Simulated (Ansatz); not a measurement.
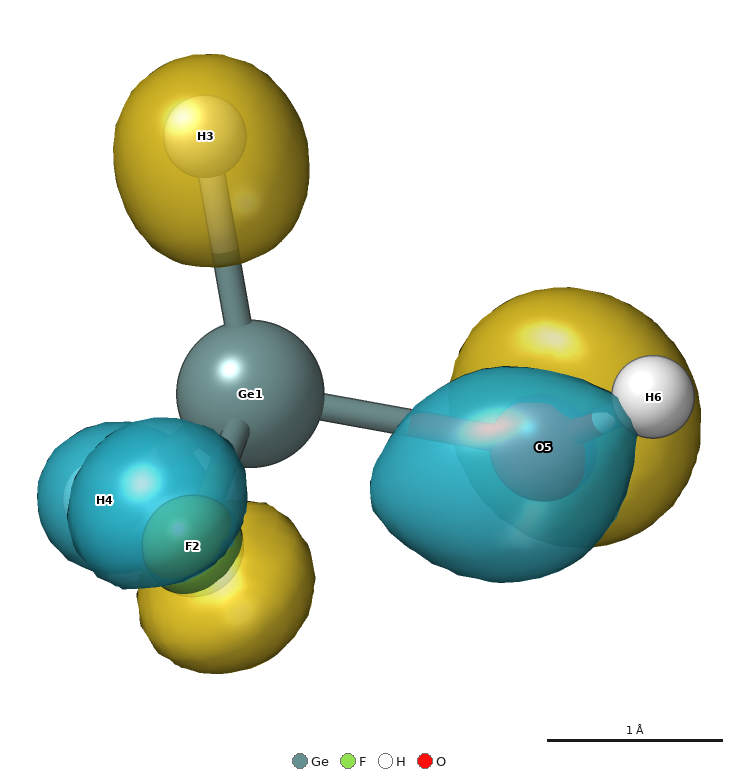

FGeH₃O. The HOMO−1 at ±0.2 Å⁻³ᐟ² (yellow and cyan are the two phases), seen from one side.

Level of theory: RKS PBE0-D4/def2-SVP in Ansatz 0.2.0.

The calculation's input:

```
crystal:
  periodic: [false, false, false]
  atoms:
    - { symbol: Ge, position_ang: [0.180463, 0.025058, 0.036044] }
    - { symbol: F, position_ang: [0.502804, -0.022545, 1.705525] }
    - { symbol: H, position_ang: [1.691334, -0.098666, -0.116831] }
    - { symbol: H, position_ang: [-0.581368, 1.295556, -0.355133] }
    - { symbol: O, position_ang: [-0.7468, -1.381872, -0.472941] }
    - { symbol: H, position_ang: [-1.122433, -1.90703, 0.244237] }
basis:
  gaussian: { orbitals: def2-SVP }
hamiltonian:
  xc: pbe0
  dispersion: d4
relax:
  f_tol: 0.03
  max_steps: 50
output:
  orbitals: {}
```

Launched as:

```sh
ansatz run input.yaml --threads 1 --pin off --max-ram 2048MiB --backend cpu --events-out ev --progress --plain --runs-dir out
```

The fields are those of the run's last geometry, not of the input's.

Describe this orbital and give its energy.

Answer. It lies mainly on O5 (about 45 %), F2 (about 20 %), Ge1 (about 15 %), H3 (about 10 %) and H4 (about 5 %). Its energy is −9.67 eV.
